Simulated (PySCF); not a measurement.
**H3O+ (SMILES [OH3+]) at M06-2X/6-31G**

Aim: the vertical ionisation energy of H3O+ at M06-2X/6-31G, from 2 runs. Input form: a Python script.

Program for the calculation: PySCF 2.14.0.

5 further runs of the same task are left out: 5 set aside as unsound or not needed.

## 1. The structure to begin with

H3O+ has 4 atoms, charge +1, and is taken as a singlet. SMILES: `[OH3+]`. Geometry: relaxed at PBE0-D4/def2-TZVP.

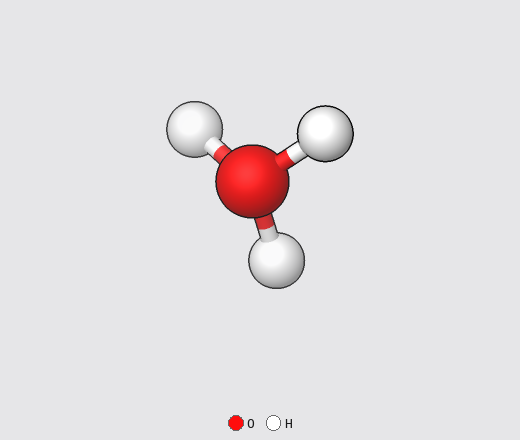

Viewed from a chosen angle; oxygen red, hydrogen white.

## 2. A single-point energy at M06-2X/6-31G

Input file job.py:

```python
from pyscf import gto, dft

molecule = gto.Mole()
molecule.atom = '''
O      0.343873    -0.107147    -0.099702
H      0.413963     1.735600     0.028610
H     -0.772690    -0.695967    -1.450138
H      0.014853    -0.932485     1.521267
'''
molecule.spin = 0
molecule.max_memory = 1860
molecule.unit = 'bohr'
molecule.basis = '6-31g'
molecule.verbose = 4
molecule.charge = 1
molecule.build()

mf = dft.RKS(molecule, xc='m06-2x')
mf.conv_tol = 1e-10
mf.grids.level = 5
mf.kernel()
if not mf.converged:
    mf = mf.newton().run(mf.mo_coeff, mf.mo_occ)

energy = mf.e_tot
print('E(%s) = %.9f' % ('M06-2X', energy))
```

Command:

```bash
$ OMP_NUM_THREADS=1 python job.py
```

What it wrote:

```text
PySCF version 2.14.0

[INPUT] num. atoms = 4
[INPUT] num. electrons = 10
[INPUT] charge = 1
[INPUT] spin (= nelec alpha-beta = 2S) = 0
[INPUT] symmetry False subgroup None
[INPUT] Mole.unit = bohr
[INPUT] Symbol           X                Y                Z      unit          X                Y                Z       unit  Magmom
[INPUT]  1 O      0.181969755051  -0.056699750618  -0.052760026283 AA    0.343873000000  -0.107147000000  -0.099702000000 Bohr   0.0
[INPUT]  2 H      0.219059785764   0.918439967273   0.015139760004 AA    0.413963000000   1.735600000000   0.028610000000 Bohr   0.0
[INPUT]  3 H     -0.408889939106  -0.368289875952  -0.767379982289 AA   -0.772690000000  -0.695967000000  -1.450138000000 Bohr   0.0
[INPUT]  4 H      0.007859869114  -0.493449811525   0.805019828125 AA    0.014853000000  -0.932485000000   1.521267000000 Bohr   0.0

nuclear repulsion = 13.956310140036
number of shells = 11
number of NR pGTOs = 34
number of NR cGTOs = 15
basis = 6-31g
ecp = {}

******** <class 'pyscf.dft.rks.RKS'> ********
method = RKS
initial guess = minao
damping factor = 0
level_shift factor = 0
DIIS = <class 'pyscf.scf.diis.CDIIS'>
diis_start_cycle = 1
diis_space = 8
diis_damp = 0
SCF conv_tol = 1e-10
SCF conv_tol_grad = None
SCF max_cycles = 50
direct_scf = True
direct_scf_tol = 1e-13
XC library pyscf.dft.libxc version 7.0.0
    S. Lehtola, C. Steigemann, M. J.T. Oliveira, and M. A.L. Marques.,  SoftwareX 7, 1–5 (2018)
XC functionals = m06-2x
    Y. Zhao and D. G. Truhlar.,  Theor. Chem. Acc. 120, 215 (2008)
    Y. Zhao and D. G. Truhlar.,  Theor. Chem. Acc. 120, 215 (2008)
radial grids:
    Treutler-Ahlrichs [JCP 102, 346 (1995); DOI:10.1063/1.469408] (M4) radial grids

becke partition: Becke, JCP 88, 2547 (1988); DOI:10.1063/1.454033
pruning grids: <function nwchem_prune>
grids dens level: 5
symmetrized grids: False
atomic radii adjust function: <function treutler_atomic_radii_adjust>
small_rho_cutoff = 0
Set gradient conv threshold to 1e-05
Initial guess from minao.
tot grids = 113600
init E= -77.0060256629991
  HOMO = -0.501903301150452  LUMO = 0.00879556141009519  gap/eV = 13.89682
cycle= 1 E= -76.6212535721753  delta_E= 0.385  |g|= 0.228  |ddm|= 1.34
  HOMO = -0.797270325929792  LUMO = -0.219901676724645  gap/eV = 15.71100
cycle= 2 E= -76.6330630167618  delta_E= -0.0118  |g|= 0.116  |ddm|= 0.26
  HOMO = -0.834201129776959  LUMO = -0.224736453619545  gap/eV = 16.58438
cycle= 3 E= -76.6350055731039  delta_E= -0.00194  |g|= 0.0512  |ddm|= 0.0852
  HOMO = -0.820041433927233  LUMO = -0.219721545832553  gap/eV = 16.33554
cycle= 4 E= -76.6354561858701  delta_E= -0.000451  |g|= 0.000688  |ddm|= 0.0255
  HOMO = -0.820176514517052  LUMO = -0.219754260127198  gap/eV = 16.33832
cycle= 5 E= -76.6354564803566  delta_E= -2.94e-07  |g|= 0.000106  |ddm|= 0.00127
  HOMO = -0.820200592520339  LUMO = -0.219755914440793  gap/eV = 16.33893
cycle= 6 E= -76.6354564898284  delta_E= -9.47e-09  |g|= 9.48e-06  |ddm|= 0.0003
  HOMO = -0.820200231692346  LUMO = -0.219754943939724  gap/eV = 16.33895
cycle= 7 E= -76.6354564898691  delta_E= -4.07e-11  |g|= 7.32e-07  |ddm|= 1.88e-05
  HOMO = -0.820199899151822  LUMO = -0.219754869042304  gap/eV = 16.33894
Extra cycle  E= -76.6354564898691  delta_E= 1.42e-14  |g|= 5.03e-07  |ddm|= 7.16e-07
converged SCF energy = -76.6354564898691
E(M06-2X) = -76.635456490
```

Wall time 1.3 s (1 thread of Intel Xeon 6975P-C (Granite Rapids), shared host); peak memory 0.17 GiB.

## 3. Doublet [H3O]2+ at the same level

Input file mol.xyz:

```xyz
4

O      0.181970    -0.056700    -0.052760
H      0.219060     0.918440     0.015140
H     -0.408890    -0.368290    -0.767380
H      0.007860    -0.493450     0.805020
```

Input file job.py:

```python
from pyscf import gto, dft

mol = gto.Mole()
mol.atom = 'mol.xyz'
mol.verbose = 3
mol.charge = 2
mol.basis = '6-31g'
mol.max_memory = 1860
mol.spin = 1
mol.build()

myscf = dft.UKS(mol, xc='m06-2x')
myscf.conv_tol = 1e-10
myscf.grids.level = 5
myscf.kernel()
if not myscf.converged:
    myscf = myscf.newton().run(myscf.mo_coeff, myscf.mo_occ)

e_tot = myscf.e_tot
print('E = %.10f Eh' % e_tot)
```

Command:

```bash
$ OMP_NUM_THREADS=1 python job.py
```

What it wrote:

```text
converged SCF energy = -75.7295785807255  <S^2> = 0.75207372  2S+1 = 2.0020726
E = -75.7295785807 Eh
```

Run time: 2.3 s. Hardware: 1 thread of Intel Xeon 6975P-C (Granite Rapids), shared host; peak memory 0.19 GiB.

## 4. Summary of results

Level: M06-2X/6-31G.

| quantity | value |
| --- | --- |
| singlet H3O+: total energy | -76.63546 Eh |
| singlet H3O+: HOMO energy | -22.32 eV |
| singlet H3O+: LUMO energy | -5.98 eV |
| singlet H3O+: HOMO–LUMO gap | 16.34 eV |
| doublet [H3O]2+: total energy | -75.72958 Eh |
| doublet [H3O]2+: HOMO energy (highest over α and β) | -39.19 eV |
| doublet [H3O]2+: LUMO energy (lowest over α and β) | -26.56 eV |
| doublet [H3O]2+: ⟨S²⟩ | 0.752 |
| vertical ionisation energy (to the doublet dication) | 24.650 eV |

Removing an electron at fixed nuclei costs 24.65 eV (2378 kJ/mol). The negative HOMO energy of the first species, 22.32 eV, lies 2.33 eV below that difference. Mulliken charges (singlet H3O+) run from -0.64 on O1 to +0.55 on H2. Mulliken charges (doublet [H3O]2+) run from -0.03 on O1 to +0.68 on H2.
